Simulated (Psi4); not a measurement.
# HF/6-311+G(d) (density fitting) run of [HSO3]− (SMILES O=[SH](=O)[O-])

What is the vertical electron affinity of [HSO3]− at HF/6-311+G* (density fitting)? 

Program for the calculation: Psi4 1.11.

2 further runs of the same task are left out: 2 set aside as unsound or not needed.

## (1) The molecule

The species is [HSO3]− (5 atoms), meant as a singlet with charge -1. SMILES: `O=[SH](=O)[O-]`. The coordinates come from a GFN2-xTB relaxation.

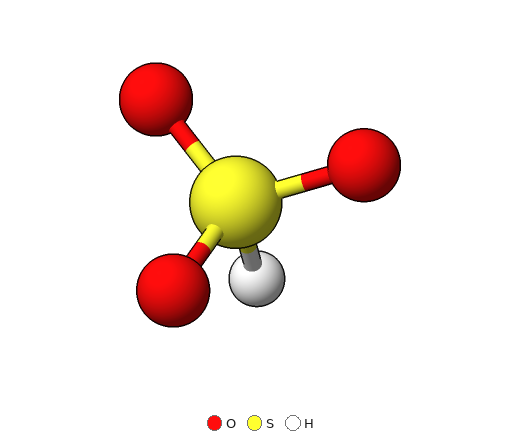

The structure, seen from a chosen angle (oxygen red, sulfur yellow, hydrogen white).

## (2) Energy and one-electron properties at HF/6-311+G(d) (density fitting)

File job.inp:

```
memory 1.6 GB

molecule {
  -1 1
  O
  S 1 1.45669
  O 2 1.456796 1 115.08939
  O 2 1.456163 1 115.18274 3 137.68063
  H 2 1.446821 4 102.89976 1 -111.17962
  units angstrom
}

set globals {
  scf_type disk_df
}

E, wfn = energy("hf/6-311+G*", return_wfn=True)
oeprop(wfn, "QUADRUPOLE", "ESP_AT_NUCLEI", "MAYER_INDICES", title="HF")
```

Started as:

```sh
$ psi4 -i job.inp -o job.out -n 1
```

job.out, cut to the lines that bear on the results:

```text
[...]
  Running in c1 symmetry.
[...]
  Nuclear repulsion =  192.274119635460181
[...]
  Multiplicity = 1
[...]
  Nalpha       = 21
  Nbeta        = 21
[...]
    Number of basis functions: 99
[...]
   @DF-RHF iter   1:  -622.48073401978900    1.58013e-01   8.30119e-03 DIIS/ADIIS
[...]
   @DF-RHF iter   8:  -622.73333553109046   -6.59666e-08   6.81769e-07 DIIS
[...]
    Orbital Energies [Eh]
    ---------------------
    Doubly Occupied:
       1A    -92.005924     2A    -20.344597     3A    -20.344442
       4A    -20.344416     5A     -8.977214     6A     -6.662951
       7A     -6.662943     8A     -6.661989     9A     -1.291239
      10A     -1.139678    11A     -1.139262    12A     -0.652824
      13A     -0.522157    14A     -0.465633    15A     -0.465583
      16A     -0.333291    17A     -0.333209    18A     -0.291629
      19A     -0.291387    20A     -0.257387    21A     -0.241431
[...]
  @DF-RHF Final Energy:  -622.73333553109046
   => Energetics <=
    Nuclear Repulsion Energy =            192.2741196354601811
    One-Electron Energy =               -1251.1567525057364492
    Two-Electron Energy =                 436.1492973391857504
    Total Energy =                       -622.7333355310904608
[...]
 Multipole Moments:
 ------------------------------------------------------------------------------------
     Multipole            Electronic (a.u.)      Nuclear  (a.u.)        Total (a.u.)
 ------------------------------------------------------------------------------------
 L = 1.  Multiply by 2.5417464519 to convert [e a0] to [Debye]
 Dipole X            :          0.6822524           -1.3840612           -0.7018087
 Dipole Y            :         -0.2613260            0.5359270            0.2746010
 Dipole Z            :         -0.1664081            0.3408263            0.1744182
 Magnitude           :                                                    0.7735392
 L = 2.  Multiply by 1.3450342976 to convert [e a0^2] to [Debye ang]
 Quadrupole XX       :        -49.9817626           25.7975538          -24.1842088
 Quadrupole XY       :        -25.9483775           23.4215437           -2.5268338
[...]
```

It took 1.6 s on 1 thread of Intel Xeon 6975P-C (Granite Rapids), shared host; peak memory 0.22 GiB.

## (3) Doublet [HSO3]2− at the same level

File input.json:

```json
{
 "schema_name": "qcschema_input",
 "schema_version": 1,
 "molecule": {
  "schema_name": "qcschema_molecule",
  "schema_version": 2,
  "symbols": ["O", "S", "O", "O", "H"],
  "geometry": [-0.58976463, -0.48679345, 2.6909889, -0.11393159, -0.13624925, 0.00243775, 1.32086187, -2.15360748, -1.20186582, -2.25021028, 0.81014449, -1.45110179, 1.63302573, 1.9665057, -0.04045904],
  "molecular_charge": -2,
  "molecular_multiplicity": 2
 },
 "driver": "energy",
 "model": {
  "method": "hf",
  "basis": "6-311+G*"
 },
 "keywords": {
  "reference": "uhf",
  "scf_type": "disk_df",
  "scf_properties": ["QUADRUPOLE", "ESP_AT_NUCLEI", "MAYER_INDICES"]
 }
}
```

Started as:

```sh
$ psi4 --qcschema input.json -n 1 --memory 1600MB
```

stdout, cut to the lines that bear on the results:

```text
[...]
  Running in c1 symmetry.
[...]
  Nuclear repulsion =  192.274096758542356
[...]
  Multiplicity = 2
[...]
  Nalpha       = 22
  Nbeta        = 21
[...]
    Number of basis functions: 99
[...]
   @DF-UHF iter   1:  -622.21918324086778    4.19562e-01   8.23262e-03 ADIIS/DIIS
[...]
   @DF-UHF iter  11:  -622.52810929216696   -2.53786e-07   6.74280e-07 DIIS
[...]
   @S^2 Observed:                7.509351997E-01
[...]
    Orbital Energies [Eh]
    ---------------------
    Alpha Occupied:
       1A    -91.835561     2A    -20.190896     3A    -20.190727
       4A    -20.190701     5A     -8.809190     6A     -6.494658
       7A     -6.494651     8A     -6.494620     9A     -1.135993
      10A     -0.985323    11A     -0.984918    12A     -0.496070
      13A     -0.366303    14A     -0.313833    15A     -0.313775
      16A     -0.183497    17A     -0.183418    18A     -0.137640
      19A     -0.137414    20A     -0.096033    21A     -0.090071
      22A      0.200523
    Alpha Virtual:
      23A      0.351123    24A      0.353567    25A      0.353582
[...]
  @DF-UHF Final Energy:  -622.52810929216696
   => Energetics <=
    Nuclear Repulsion Energy =            192.2740967585423562
    One-Electron Energy =               -1257.5766831138414545
    Two-Electron Energy =                 442.7744770631322240
    Total Energy =                       -622.5281092921668460
  UHF NO Occupations:
  HONO-2 :   20  A 1.9999355
  HONO-1 :   21  A 1.9997087
[...]
 Multipole Moments:
 ------------------------------------------------------------------------------------
     Multipole            Electronic (a.u.)      Nuclear  (a.u.)        Total (a.u.)
 ------------------------------------------------------------------------------------
 L = 1.  Multiply by 2.5417464519 to convert [e a0] to [Debye]
 Dipole X            :         -2.9514859            0.9727971           -1.9786889
 Dipole Y            :         -3.5544354            1.1713635           -2.3830719
 Dipole Z            :          0.0732067           -0.0240666            0.0491401
 Magnitude           :                                                    3.0978470
 L = 2.  Multiply by 1.3450342976 to convert [e a0^2] to [Debye ang]
 Quadrupole XX       :       -101.2743716           56.4293834          -44.8449881
 Quadrupole XY       :         32.3541617          -36.0288048           -3.6746430
[...]
```

The result, in JSON:

```text
{
 "driver": "energy",
 "model": {
  "method": "hf",
  "basis": "6-311+G*"
 },
 "success": true,
 "return_result": -622.528109292167,
 "properties": {
  "calcinfo_nbasis": 99,
  "calcinfo_nmo": 99,
  "calcinfo_nalpha": 22,
  "calcinfo_nbeta": 21,
  "calcinfo_natom": 5,
  "nuclear_repulsion_energy": 192.27409675854236,
  "return_energy": -622.528109292167,
  "scf_one_electron_energy": -1257.5766831138415,
  "scf_two_electron_energy": 442.7744770631322,
  "scf_dipole_moment": [-1.9786888649914007, -2.3830718754133016, 0.049140099391746246],
  "scf_total_energy": -622.528109292167,
  "scf_iterations": 11
 }
}
```

Run time: 2 s. Hardware: 1 thread of Intel Xeon 6975P-C (Granite Rapids), shared host; peak memory 0.22 GiB.

## (4) Outcome

At HF/6-311+G* (density fitting):

```
                                                              quantity          value
                                         singlet [HSO3]−: total energy  -622.73334 Eh
                                          singlet [HSO3]−: HOMO energy       -6.57 eV
                                          singlet [HSO3]−: LUMO energy        5.71 eV
singlet [HSO3]−: HOMO–LUMO gap (to an unbound level, set by the basis)       12.28 eV
                                        doublet [HSO3]2−: total energy  -622.52811 Eh
                  doublet [HSO3]2−: HOMO energy (highest over α and β)        5.46 eV
                   doublet [HSO3]2−: LUMO energy (lowest over α and β)        9.55 eV
                                                doublet [HSO3]2−: ⟨S²⟩          0.751
                   vertical electron affinity (to the doublet dianion)      -5.584 eV
```

**Reading.** The dianion lies 5.58 eV (539 kJ/mol) above the anion: the electron isn't bound at this level, and such a value depends on the basis. Hartree–Fock misses the correlation that binds many anions. The HOMO (doublet [HSO3]2−) lies at positive energy, 5.46 eV: the electron is unbound at this level or held by a compact basis; values depend on the basis.
